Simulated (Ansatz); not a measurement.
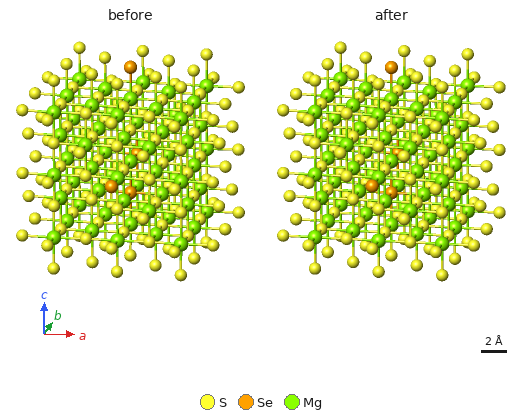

The structure of solid S30Se2Mg32 (a generated structure, set up in P1) before (left) and after (right) a relaxation, at one scale.

A ball-and-stick model of the cell of the calculation, seen slightly off an axis.

Computed with DFT, PBEsol, PAW, plane waves in Ansatz 0.2.0. Set-up: plane-wave cutoff 420 eV; k-point mesh 1 × 1 × 1; mesh shifted by (0.25, 0.25, 0.25); no spin polarisation; cell relaxed at fixed shape; force threshold 0.03 eV/Å; at most 80 steps.

> Describe what moved and what it gained.

The largest move relative to the cell is that of a Mg atom, 0.10 Å along [−2 1 −2]. Largest moves by element: Mg 0.10 Å, S 0.07 Å, Se 0.05 Å. The drawn cell changes as follows: a = b = c 10.396 → 10.401 Å (+0.1 %); the volume changes by +0.2 %. Some distances before and after: Mg–Se 2.537 → 2.655 Å, Mg–Se 2.551 → 2.662 Å, Mg–S 2.513 → 2.607 Å, Mg–S 2.630 → 2.539 Å. Among the angles between lasting bonds that change: Mg–S–Mg 87.4° → 91.9°, Mg–S–Mg 93.6° → 89.3°, Mg–S–Mg 87.8° → 92.0°. The space group (tolerance 0.01 Å) goes from P1 (No. 1) to Cmmm (No. 65). Over 3 geometry steps the energy falls by 6.8 meV per atom. Largest force component: 0.83 eV/Å at the start, 0.0081 eV/Å at the end. Pressure: 0.20 GPa at the start and −0.04 GPa at the end. Cost: 5.8 s on 1 × NVIDIA GB300 Max-Q with 8 threads of Arm Neoverse-V2, peak memory 1.9 GiB.
